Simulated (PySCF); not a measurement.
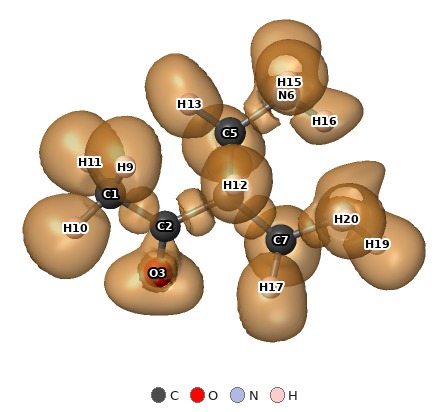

C5H12N2O (SMILES CC(=O)C(CN)CN). Isosurface of the ELF at 0.75 (orange), seen at a tilt. Core shells and regions of very low density are left out.

Geometry: GFN2-xTB.

Theory: PBE0/pcSseg-1, SCF density, gas phase, non-relativistic (PySCF 2.14.0).

```xyz
20

C    -2.4675   -0.9845    0.0920
C    -1.0519   -1.1886   -0.3936
O    -0.7668   -2.0588   -1.1791
C    -0.0310   -0.2045    0.1376
C    -0.3101    1.1970   -0.4808
N     0.5001    2.2686    0.0405
C     1.3905   -0.6805   -0.1857
N     2.3815    0.1079    0.5371
H    -2.5021   -0.4985    1.0621
H    -2.9792   -1.9430    0.1314
H    -2.9917   -0.3623   -0.6324
H    -0.1476   -0.1244    1.2249
H    -1.3587    1.4607   -0.3177
H    -0.1343    1.1376   -1.5583
H     0.3184    2.3992    1.0306
H     1.4830    2.0285   -0.0544
H     1.4542   -1.7586    0.0318
H     1.5724   -0.5526   -1.2554
H     3.3147   -0.1484    0.2335
H     2.3211   -0.0843    1.5329
```

Identify the bonds, lone pairs and shells in this picture.

Answer. The surface consists of four regions between bonded C–C atoms (shared pairs), eight regions around hydrogen nuclei, one region on O in which the atom's valence shell and bonds are merged and two joined regions spread over several atoms (H, N), in which their bonds and any lone pairs are merged. Along the contacts the grid gives the following. C–O (1.21 Å): the ELF peaks at about 0.85 between the atoms; a multiple bond. C–N (1.44 Å): the ELF peaks at about 0.95 between the atoms; localised, covalent bonding.
